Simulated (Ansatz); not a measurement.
```yaml
atoms:
  - { symbol: C, position_ang: [-0.5907, -2.1692, 0.9103] }
  - { symbol: B, position_ang: [0.0278, -0.8981, 0.2481] }
  - { symbol: C, position_ang: [1.4605, -0.8768, -0.4251] }
  - { symbol: B, position_ang: [1.8470, 0.5249, 0.0376] }
  - { symbol: Al, position_ang: [-0.1250, 1.2248, -0.0993] }
  - { symbol: C, position_ang: [-1.3379, 2.6610, -0.6369] }
  - { symbol: H, position_ang: [-0.1613, -3.1134, 0.5606] }
  - { symbol: H, position_ang: [-1.6796, -2.2211, 0.8580] }
  - { symbol: H, position_ang: [-0.3380, -2.0946, 1.9789] }
  - { symbol: H, position_ang: [2.1022, -1.7520, -0.5318] }
  - { symbol: H, position_ang: [0.6813, -0.8621, -1.2709] }
  - { symbol: H, position_ang: [2.8366, 0.6825, 0.6938] }
  - { symbol: H, position_ang: [-0.9478, 3.6475, -0.3735] }
  - { symbol: H, position_ang: [-1.4658, 2.6456, -1.7253] }
  - { symbol: H, position_ang: [-2.3314, 2.5500, -0.1951] }
```

Geometry: PBE0-D4/def2-TZVP.

The calculation used RKS PBE0-D4/def2-TZVPP in Ansatz 0.2.0.

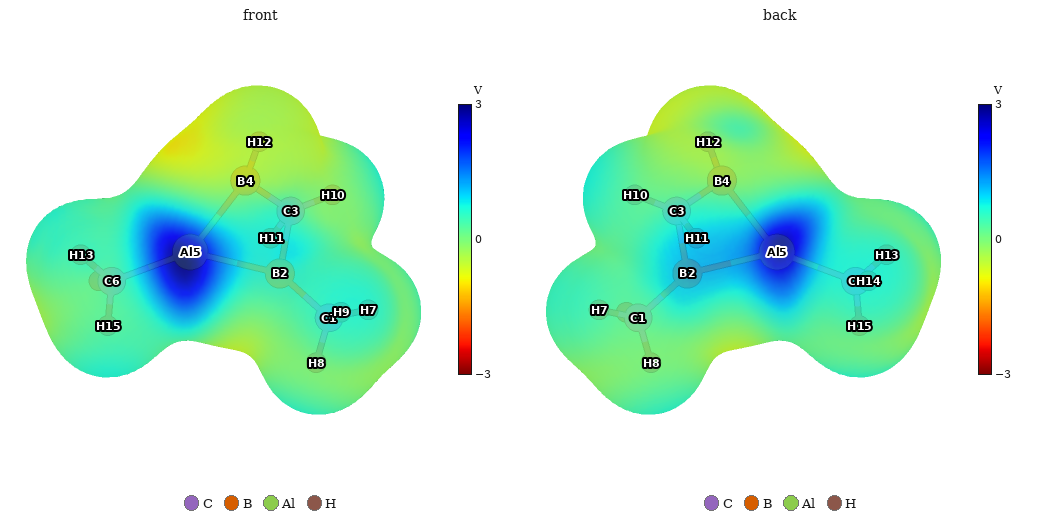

C$_{3}$H$_{9}$AlB$_{2}$ (SMILES C[B]1C[BH][Al]1[CH3]). The electrostatic potential painted on the density surface at 0.002 e/bohr³, seen from the front and from behind; the colour scale runs from red (negative) to blue (positive).

### Describe the electrostatic potential map.

The most negative region (about −0.9 V) lies over H12, the most positive (about +2.7 V) over Al5.
